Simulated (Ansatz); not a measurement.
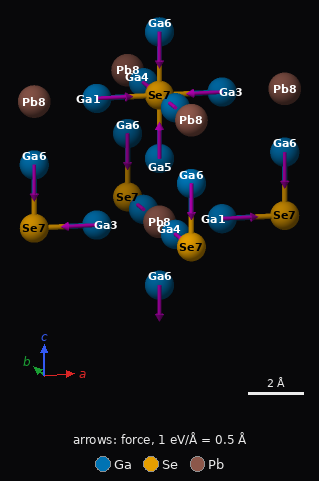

Starting geometry of crystalline Ga6PbSe (a generated structure, set up in Fm-3m) with the computed forces as purple arrows. Style: ball-and-stick. Shown: the atoms within 5.8 Å of the atom that moves most (axes of the conventional cell (4 times the calculation's cell)), slightly off an axis. Lengths and directions refer to the drawn axes.

The start is a swapped structure.

These are results of Ansatz 0.2.0, DFT, PAW plane waves, r2SCAN, not measurements. Set-up: plane-wave cutoff 500 eV; k-point mesh 6 × 6 × 6; occupations methfessel paxton; smearing width 0.1535 eV; no spin polarisation; cell and atoms relaxed; at most 80 steps.

### What follows when this structure is relaxed?

It isn't relaxed: the largest force vector, on Ga atoms, is 2.76 eV/Å. The atoms end up moving mostly along the starting forces (cosine between the two patterns 1.00). The largest moves relative to the cell, 0.17 Å, are those of Ga atoms. Pb and Se stay in place. Cell: a = b = c 9.481 → 10.952 Å (+15.5 %). Volume +54.1 %. Near-neighbour distances that change, for instance: Ga–Pb 2.370 → 2.904 Å, Ga–Se 2.370 → 2.571 Å. The space group stays Fm-3m (No. 225). After 5 accepted moves (6 points after the start) the energy has fallen by 659 meV per atom. The largest force component goes from 2.8 to 0.0019 eV/Å. Pressure: 19.91 GPa at the start and 0.04 GPa at the end. At 1 point the geometry stayed and the basis and grid were re-selected for the new cell (energy shift of 3.5 meV per atom at most each time). The run took 2.1 min on 2 threads of Intel(R) Xeon(R) Platinum 8488C (Sapphire Rapids), with other jobs on the host, peak memory 1.8 GiB.
